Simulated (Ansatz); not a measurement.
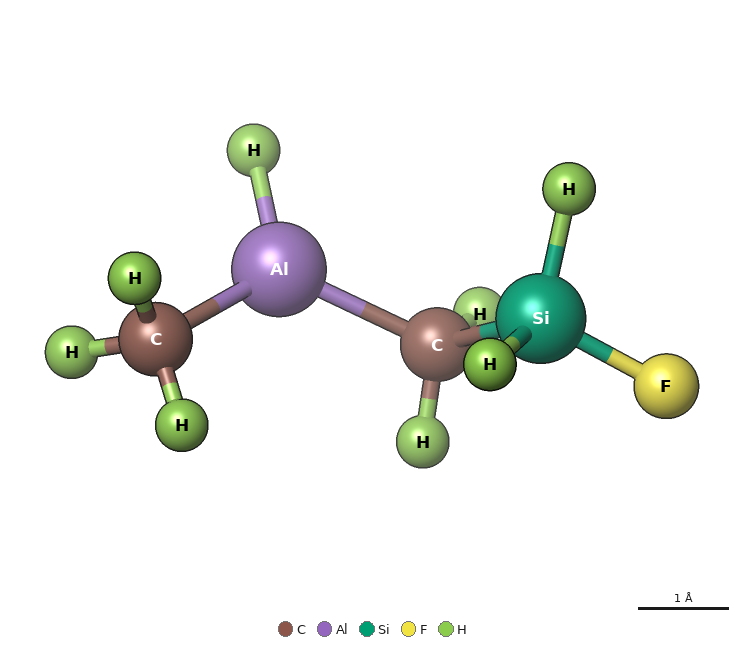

Atoms fade into the background with distance from the viewer. Computed geometry: PBE0-D4/def2-TZVP optimisation. No frequency run is at hand to confirm it as a minimum. Masses are those of the most abundant isotopes; constants are for the rigid equilibrium geometry.

**What kind of rotor is it, and what are its rotational constants in GHz?**

An asymmetric top (C1): A = 8.02, B = 1.15, C = 1.09 GHz. Ray's parameter κ is −0.98, close to the prolate limit.
